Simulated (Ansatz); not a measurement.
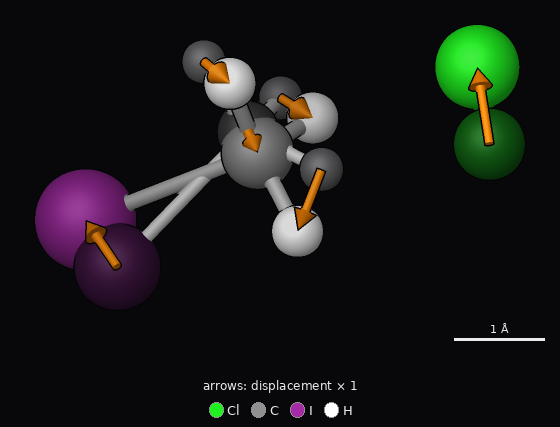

A relaxation of CH₃ClI (charge −1) (coarse preliminary run). The starting structure is drawn faded, the final one solid; orange arrows show the displacements, at their true length. The two geometries are superimposed by the best rigid fit.

The picture is a ball-and-stick view, seen at a tilt.

Level of theory: RKS PBE-D4/def2-SVPD in Ansatz. Settings: force threshold 0.03 eV/Å; at most 250 steps.

What happened in the run?

The energy falls by 0.114 eV in 13 geometry steps. Largest force component: 0.74 eV/Å at the start, 0.004 eV/Å at the end. The forces were under the threshold at step 3, but the run went on from there. The largest move after the best rigid fit is that of the Cl atom, 0.95 Å. By element the largest moves are Cl 0.95 Å, I 0.75 Å, H 0.74 Å, C 0.30 Å. Some distances before and after: C–I 2.141 → 2.281 Å, C–H 1.083 → 1.097 Å. Bond angles that change, for instance: I–C–H 110.6° → 105.6°, H–C–H 110.4° → 113.1°, H–C–H 110.5° → 113.1°. Cost: 12 s on 4 threads of Intel Xeon @ 2.80GHz, with other jobs on the host.

Limits of the set-up: the start holds two separate molecules, 2.2 Å apart at their closest, whose relative position is a soft coordinate.
